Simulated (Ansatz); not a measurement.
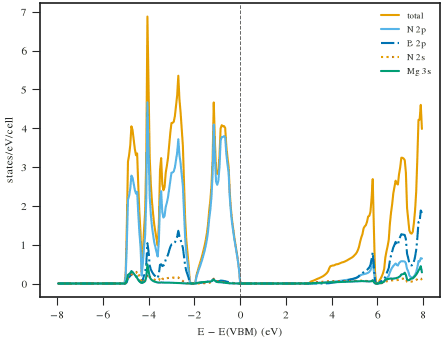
Figure: Total and projected density of states of LiMgBN2 in space group I-4m2 (No. 119; Li on 2d, Mg on 2c, B on 2b, N on 4e), DFT-r²SCAN in the program Ansatz with PAW potentials

Problem. Which orbitals carry the states next to the gap?

Solution. Top 1 eV of the valence band: N 2p 94 %. Bottom 1 eV of the conduction band: Li 2s 32 %, N 2s 22 %, Mg 3s 11 %, N 2p 7 %, B 2s 6 %, outside the projected shells 21 %. Projections are on Löwdin-orthogonalised atomic valence shells; empty p or d shells of many metals are not among them.

Problem. Where is the tallest occupied peak in this window, and what makes it?

Solution. Near -4.0 eV, about 6.9 states/eV per cell; the largest projected share is N 2p.

The workflow started from a Materials Project entry (that database holds measured and hypothetical structures alike); the Crystallography Open Database copy checked does not list it. With Li and Mg taken as one species the cell has the higher symmetry I4/mmm, so it may be an ordered model of a mixed-site phase. Its standing as an ambient phase is unchecked. Symmetry was held in the r²SCAN relaxation; its stability against distortions is not shown here.

Potentials: the later of the program's two PAW sets.
